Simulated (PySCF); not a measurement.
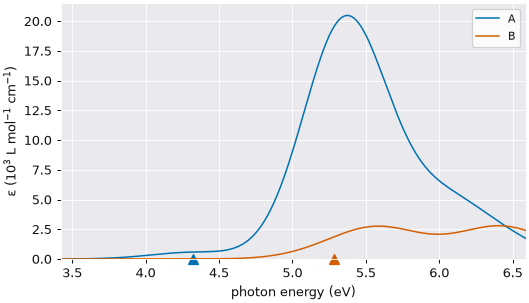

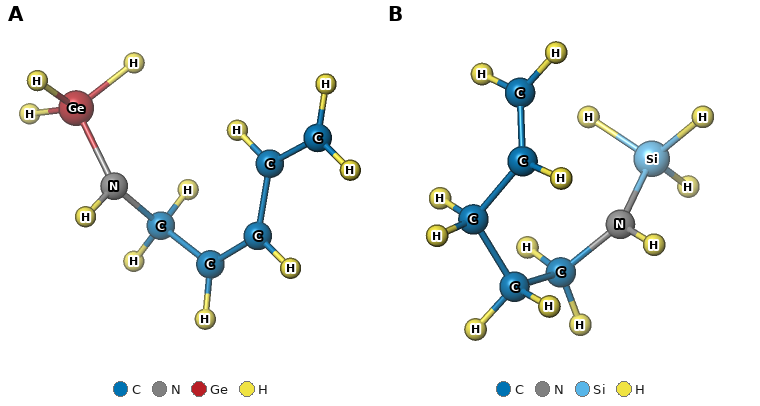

Related molecules: A is C₅H₁₁GeN, SMILES C=C/C=C\C[NH][GeH3], singlet; B is C₅H₁₃NSi, SMILES C=CCCCN[SiH3]. Vertical TDDFT absorption, B3LYP/def2-SVPD, PySCF, at a GFN2-xTB geometry (no frequency check); Gaussians of 1/e half-width 0.40 eV, triangles mark S1, and the range ends where the computed states of one molecule run out.

How does the lowest singlet move?

A: 4.32 eV (f = 0.014, mainly HOMO → LUMO (71 %)); B: 5.29 eV (f = 0.017, mainly HOMO → LUMO (73 %)). From A to B it shifts 0.96 eV to the blue.

And the brightest state of each within the range drawn?

A: S2 at 5.35 eV, f = 0.45; B: S2 at 5.61 eV, f = 0.06.

Limits of at least one run: core orbitals are frozen in the response; one conformer of a flexible molecule; states above the negative HOMO energy depend on the basis; the tight-binding geometry is rougher than a DFT one and adds to the error.
